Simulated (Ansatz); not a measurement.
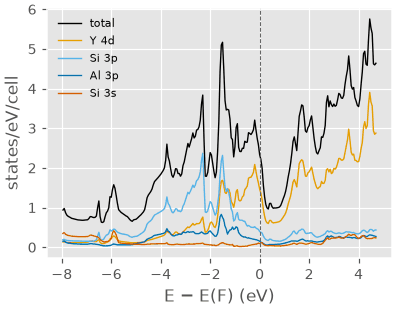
Fig. 1. Total and projected density of states of Y2AlSi2 in space group Immm (No. 71; Y on 4j, Al on 2a, Si on 4h), r²SCAN in the plane-wave PAW code Ansatz

### Question
Which orbitals carry the states next to the Fermi level?

### Answer
Within 0.5 eV of the Fermi level: Y 4d 62 %, Si 3p 18 %, Al 3p 7 %. Projections are on Löwdin-orthogonalised atomic valence shells; empty p or d shells of many metals are not among them.

### Question
Where is the tallest occupied peak in this window, and what makes it?

### Answer
Near -1.5 eV, about 5.2 states/eV per cell; the largest projected share is Si 3p.

The workflow started from a Materials Project entry (that database holds measured and hypothetical structures alike); the Crystallography Open Database files this formula in space group No. 71, but the cells were not matched. Whether it is the stable phase at ambient conditions was not checked. Symmetry was held in the r²SCAN relaxation; its stability against distortions is not shown here. No spin polarisation was allowed. Spin–orbit coupling is left out wherever it is not named.

Potentials: the later of the program's two PAW sets.
